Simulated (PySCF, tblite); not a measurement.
**C4H7ClN2Si: geometry, infrared bands and NMR shifts**

What infrared bands and NMR shifts should C4H7ClN2Si (`Cc1c(Cl)cnn1[SiH3]`) show?

Programs: tblite 0.8.0 and PySCF 2.14.0, with density-fitted response routines of our own. Each step states its level of theory. These are calculated values for one molecule in the gas phase, unless marked as measured. Atoms count from 0, in the outputs and in this text.

### 1 Starting geometry

15 atoms, charge 0, multiplicity 1; geometry from: force field or distance geometry start.

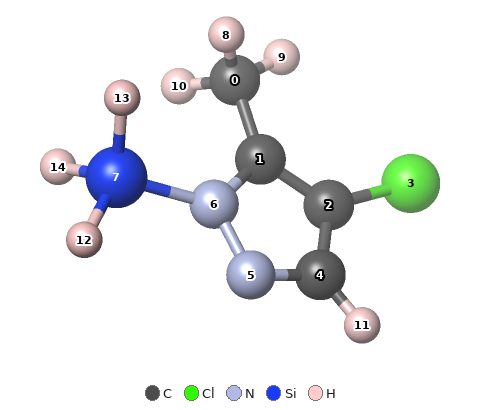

As it starts; carbon dark grey, chlorine green, nitrogen light blue, silicon blue, hydrogen pink, atoms numbered.

### 2 Relaxing the molecule with GFN2-xTB

What the job is given:

```
{"job": {"kind": "relax", "xc": "GFN2-xTB", "basis": "xTB"}, "charge": 0, "multiplicity": 1}
C      0.084600     1.785100     0.121900
C     -0.510300     0.431300    -0.043300
C     -1.809000     0.032900    -0.209600
Cl    -3.208700     1.007600    -0.322600
C     -1.791000    -1.365500    -0.292700
N     -0.558400    -1.853700    -0.189100
N      0.220100    -0.748900    -0.028200
Si     1.991300    -0.903200     0.177200
H      0.795700     1.998600    -0.677300
H     -0.703600     2.558300     0.085900
H      0.580100     1.886000     1.086100
H     -2.619800    -2.051400    -0.439800
H      2.439200    -2.323700     0.145900
H      2.686000    -0.151100    -0.908400
H      2.399400    -0.294400     1.472100
```

Run with:

```
$ OMP_NUM_THREADS=1 python probes_run.py task.json out
```

This one command runs all jobs of the session in turn.

**Question.** This job is followed by: GFN2-xTB harmonic vibrations, gas phase; GIAO PBE0/pcSseg-1 NMR shielding, non-relativistic, gas phase. What will the session give for the following? strongest single infrared mode (GFN2-xTB); zero-point energy (GFN2-xTB); 13C shifts against TMS (PBE0/pcSseg-1); 1H shifts against TMS (PBE0/pcSseg-1, means over atoms taken as alike); 35Cl shifts against HCl (PBE0/pcSseg-1); 15N shifts against NH3 (PBE0/pcSseg-1); 29Si shifts against TMS (PBE0/pcSseg-1).

As calculated:

```
                                                              quantity                          value
                             strongest single infrared mode (GFN2-xTB)           795 cm⁻¹, 345 km/mol
                                          zero-point energy (GFN2-xTB)                  63.4 kcal/mol
                                13C shifts against TMS (PBE0/pcSseg-1)  146.0, 145.9, 122.9, 10.8 ppm
1H shifts against TMS (PBE0/pcSseg-1, means over atoms taken as alike)           7.56, 5.21, 2.48 ppm
                               35Cl shifts against HCl (PBE0/pcSseg-1)                        104 ppm
                                15N shifts against NH3 (PBE0/pcSseg-1)               355.8, 219.5 ppm
                               29Si shifts against TMS (PBE0/pcSseg-1)                      -47.8 ppm
```

What this shows: Over 40 steps the energy fell by 0.177 eV; of the close pairs, Si7–H12 changed most, 1.490 to 1.451 Å. All 39 modes are real, so the xTB geometry is a minimum. The strongest single mode, at 795 cm⁻¹, moves mainly H13 and H14. GFN2-xTB is a fitted tight-binding method: band positions and strengths are rough. Its intensities can rank the bands wrongly. At PBE0/pcSseg-1: The largest span, 482 ppm, is at N5, where the paramagnetic term is -409 ppm. NICS(1)zz of -28 ppm above the planar ring from C1 marks a diatropic (aromatic) ring current.
